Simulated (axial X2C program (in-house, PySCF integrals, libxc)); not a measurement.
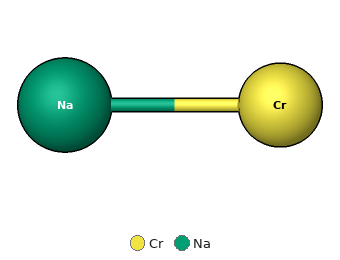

*The molecule at the reference distance of 2.956 Å.*

**CrNa: relativistic diatomic calculation**

System: CrNa, single determinant with M_S = 5/2 and |Λ| = 0.
Method: HF, spin-free X2C-1e, Cr dyall-cv3z, Na dyall-cv3z (cores contracted) (axial X2C program (in-house, PySCF integrals, libxc)).

### Summary

- outcome: converged
- largest ⟨S²⟩ along the curve: 9.54
- hardware: 1 thread of Arm Neoverse V1, 24 GiB of memory available, shared host
- wall time: 2.2 s
- peak memory: 0.96 GiB

### Remarks

Hartree–Fock lacks correlation, so it usually binds too weakly.

### Input
```
{"zs": [24, 11], "q": 0, "bas": ["dyall-cv3z", "dyall-cv3z"], "levels": ["PBE0", "HF", "BLYP"], "cc": true, "r0": 2.77, "thr": -2.0, "nmax": 90, "npts": 10, "nst": 2, "ntry": 6}
```

The line is the task of a batch: nuclear charges, charge, bases, the levels to run, a first guess of the distance and further settings. This report covers HF without spin-orbit coupling. The log is that of the reference distance 2.956 Å.

The run was one of a batch that the task file lists, launched with:
```bash
python <driver script> task.json out
```

### Log
```
spin-free X2C-1e  HF
basis functions 180  fitting functions 933  grid points 5086
iter        total energy     max residual
   1      -1211.716457165     1.93e-01
   2      -1211.737812106     8.72e-03
   3      -1211.740462397     1.76e-02
   4      -1211.741204886     8.15e-03
   5      -1211.741535206     1.62e-03
   6      -1211.741699089     3.29e-03
   7      -1211.741719804     1.23e-03
   8      -1211.741723665     9.53e-05
   9      -1211.741724012     1.33e-04
  10      -1211.741724143     4.40e-05
  11      -1211.741724163     1.00e-05
  12      -1211.741724167     8.31e-06
  13      -1211.741724167     2.20e-06
converged
one-electron -1770.59866215  Coulomb 573.83736198  exact exchange -62.24117626  xc functional 0.00000000  nuclear repulsion 47.26075226
correlated 15  virtual 285  natural virtual 90  E(MP2) -0.383132466  MP2 remainder -0.020240279
iter   CCSD correlation   residual
   1     -0.372353274   1.10e-01
   2     -0.380074410   6.31e-02
   3     -0.381016258   3.16e-02
   4     -0.381046737   1.53e-02
   5     -0.381434522   4.76e-03
   6     -0.381469069   1.52e-03
   7     -0.381460589   6.27e-04
   8     -0.381463325   2.46e-04
   9     -0.381462819   1.07e-04
  10     -0.381463519   5.39e-05
  11     -0.381463408   2.85e-05
  12     -0.381463679   1.44e-05
  13     -0.381463814   7.14e-06
  14     -0.381463861   3.49e-06
  15     -0.381463871   1.62e-06
(T) -0.006814311181558407  T1 0.0490  D1 0.1732  max T2 0.109
```

### The points of the curve

```csv
R (Å),E (hartree),"dipole (D; origin at the first atom, positive when the second is positive)",highest filled (eV),lowest empty (eV)
2.572,−1211.731079,−0.41,−4.85,0.31
2.690,−1211.735695,−0.40,−4.84,0.31
2.779,−1211.738269,−0.38,−4.84,0.31
2.867,−1211.740241,−0.36,−4.85,0.30
2.956,−1211.741724,−0.33,−4.85,0.30
3.059,−1211.742962,−0.29,−4.86,0.29
3.163,−1211.743789,−0.25,−4.87,0.28
3.296,−1211.744406,−0.20,−4.88,0.27
3.458,−1211.744699,−0.13,−4.89,0.26
3.695,−1211.744607,−0.05,−4.91,0.25
```

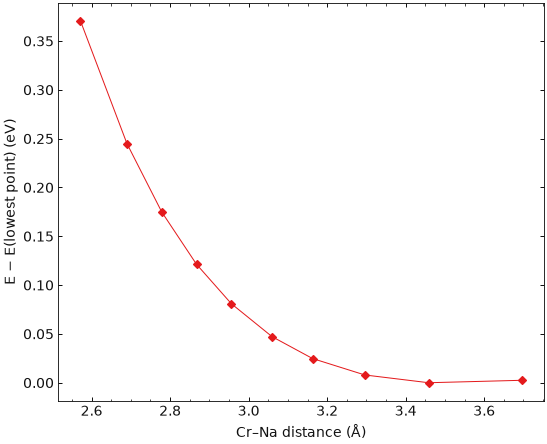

*Energy at 10 bond lengths, for one set of occupations held fixed; the line joins the points.*

The lowest point is at 3.46 Å; the points are too few or too rough near it for spectroscopic constants. The lowest point lies 0.07 eV below Cr + Na.

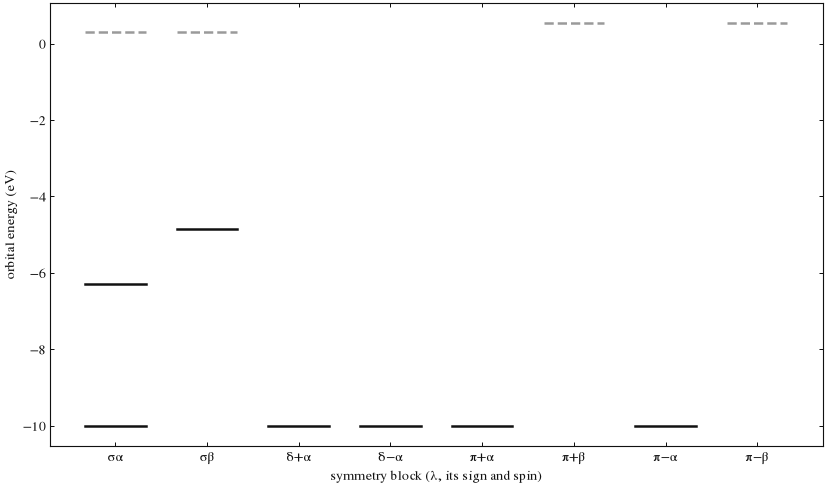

*Orbital energies near the frontier at 2.96 Å, filled (solid) and empty (dashed); a label such as π−α means λ = −1 and α spin.*

The highest filled orbital (σβ; 71 % Na s, 16 % Cr s) lies at −4.85 eV, the lowest empty one (σα; 40 % Cr p, 33 % Na s) at 0.30 eV.
